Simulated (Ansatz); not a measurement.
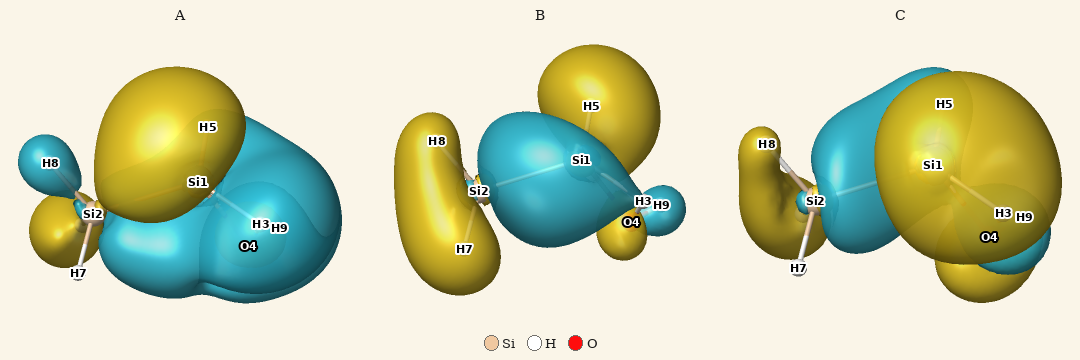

Figure 1: H6OSi2. Three frontier orbitals at ±0.06 Å⁻³ᐟ² (yellow and cyan are the two phases), in no order.

A transition-state structure; geometry: PBE0-D4/def2-TZVP.

All numbers below come from RKS PBE0-D4/def2-TZVPP in Ansatz 0.2.0.

```xyz
9

Si   -0.1765    1.0154    0.0626
Si    1.2109   -0.8307    0.4861
H    -0.8354    1.5216   -1.3394
O    -1.4014    0.3932   -1.2640
H    -1.0536    1.0851    1.2800
H     0.4135   -2.0423    0.8303
H     2.0596   -1.1437   -0.6941
H     2.1047   -0.5049    1.6329
H    -2.3220    0.5062   -0.9941
```

Question: Which picture is the HOMO−1, the HOMO and the LUMO?

Answer: B is the HOMO−1 (−8.41 eV). It lies mainly on Si1 (about 40 %), Si2 (about 25 %), H5 (about 20 %) and H7 (about 5 %). C is the HOMO (−6.06 eV). By Hirshfeld shares it lies mainly on Si1 (about 50 %), O4 (about 20 %), H3 (about 10 %) and Si2 (about 10 %). A is the LUMO (−1.61 eV). It lies mainly on Si1 (about 45 %), O4 (about 15 %), Si2 (about 15 %), H3 (about 10 %) and H9 (about 5 %).

Question: What is the HOMO–LUMO gap?

Answer: 4.45 eV between the orbital energies.
